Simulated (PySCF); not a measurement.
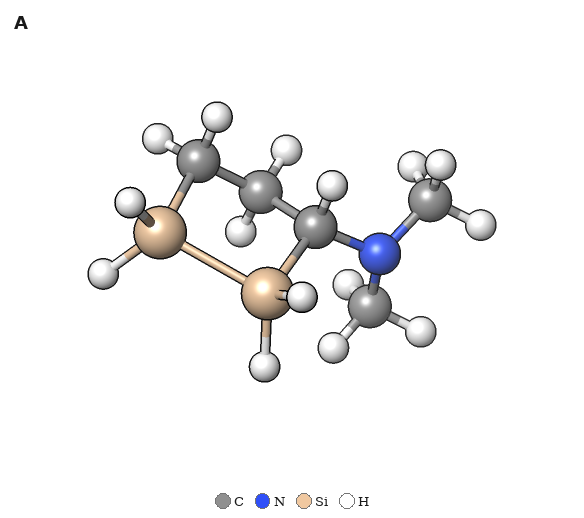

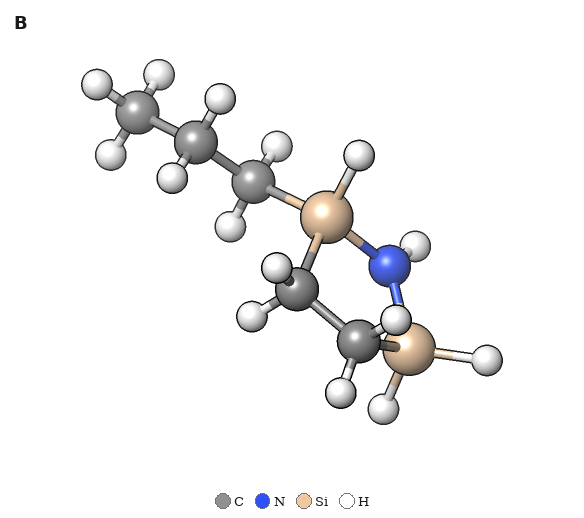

2 stationary structures of one formula. Geometries: PBE0-D3(BJ)/def2-SVP. Electronic energies: PBE0/pcSseg-1 (PySCF 2.14.0), without zero-point energy. No frequency run is at hand to confirm each as a minimum. Each is one conformer, not always the lowest.

> How are they related?

They are constitutional isomers of C5H15NSi2: A `CN(C)[C@H]1CC[SiH2][SiH2]1`, B `CCC[Si@H]1CC[SiH2]N1`.

> Which structure is the most stable?

B is lowest; A lies 246.2 kJ/mol above it.
